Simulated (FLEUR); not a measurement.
Band structure of Hf (P6_3/mmc, 2 atoms in the cell).

```yaml
crystal:
  lattice:
    - [3.22015, 0.00000, 0.00000]
    - [-1.61008, 2.78873, 0.00000]
    - [0.00000, 0.00000, 5.08893]
  atoms:
    - { symbol: Hf, position: [0.33333, 0.66667, 0.25000] }
    - { symbol: Hf, position: [0.66667, 0.33333, 0.75000] }
```

Method: PBE, all-electron FLAPW (FLEUR), scalar-relativistic valence run with FLEUR.

Settings: Kmax = 3.8 1/bohr; GmaxXC = 13.3 1/bohr; xcFunctional = pbe; jspins = 1; l_soc = F; mode = hist; fermiSmearingEnergy = 0.00499791 Htr; mesh (inpgen div1-3) = 16 16 9; inpgen gamma flag = true; Gmax = 13.3 1/bohr; numbands = 0; maxIterBroyd = 40; imix = Anderson; alpha = 0.05.

The starting cell comes from a database of computed structures (which also holds hypothetical and non-ambient phases and stackings), without a prior relaxation at this level. Its lattice was rescaled by a random factor within 2.5 % of one. Spin-orbit coupling is off. Values depend on the basis (sphere radii, cutoffs, local orbitals), which need not be converged.

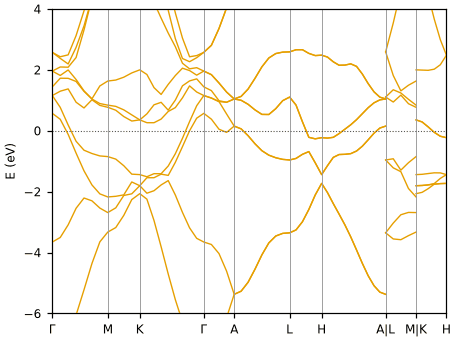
Figure. Bands along the path, energies from the Fermi level.

Levels in eV from the Fermi level, bands 23 to 30:
```json
[
 {"point": "Γ", "23": "-7.31", "24": "-3.65", "25": "0.57", "26": "1.16", "27": "1.16", "28": "1.44", "29": "1.96", "30": "1.96"},
 {"point": "M", "23": "-3.33", "24": "-2.69", "25": "-2.17", "26": "-0.85", "27": "0.77", "28": "0.84", "29": "1.63", "30": "5.74"},
 {"point": "K", "23": "-2.07", "24": "-1.81", "25": "-1.81", "26": "-1.44", "27": "0.36", "28": "0.36", "29": "2.00", "30": "5.09"},
 {"point": "A", "23": "-5.37", "24": "-5.37", "25": "0.15", "26": "0.15", "27": "1.04", "28": "1.04", "29": "1.04", "30": "1.04"},
 {"point": "L", "23": "-3.35", "24": "-3.35", "25": "-0.96", "26": "-0.96", "27": "1.11", "28": "1.11", "29": "2.59", "30": "2.59"},
 {"point": "H", "23": "-1.73", "24": "-1.73", "25": "-1.44", "26": "-1.44", "27": "-0.23", "28": "-0.23", "29": "2.48", "30": "2.48"}
]
```
